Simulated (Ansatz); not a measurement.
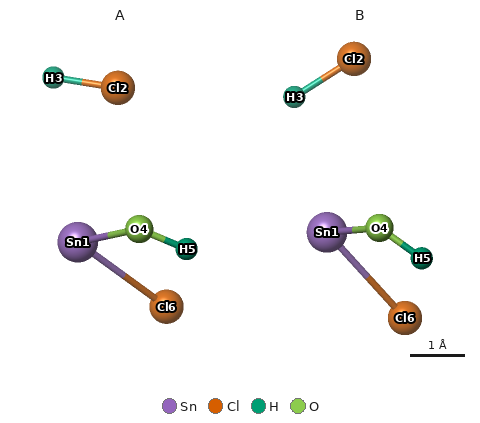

Two geometries of SnH2OCl2, drawn at one scale. One is the start of a relaxation, the other its converged end. A ball-and-stick model, seen from a free direction.

All numbers below come from Ansatz, RKS PBE/def2-SVP. (no spin polarisation; force threshold 0.03 eV/Å; at most 50 steps)

Which one is relaxed?

Answer. Structure A is the relaxed one. The run prepares an end point of a later path (reaction) calculation, from a guessed geometry. After 10 accepted moves (13 points after the start) the energy has fallen by 2.47 kcal/mol. Largest force component: 1 eV/Å at the start, 0.012 eV/Å at the end. The line search rejected the trial steps at points 1, 6, 11 of the run. The forces were under the threshold at step 9, but the run went on from there. Cl2 moves most after the best rigid fit: 0.61 Å. Largest moves by element: Cl 0.61 Å, H 0.45 Å, Sn 0.30 Å, O 0.04 Å. Some distances before and after: Sn1–Cl2 3.607 → 3.287 Å, Cl2–H3 1.338 → 1.299 Å, Sn1–Cl6 2.429 → 2.439 Å, Sn1–O4 2.017 → 2.023 Å. Cost: 23 s on 2 threads of Arm Neoverse V1, with other jobs on the host, peak memory 0.12 GiB.

Limits of the set-up: the start holds two separate molecules, 2.9 Å apart at their closest, whose relative position is a soft coordinate and is computed without a dispersion correction.
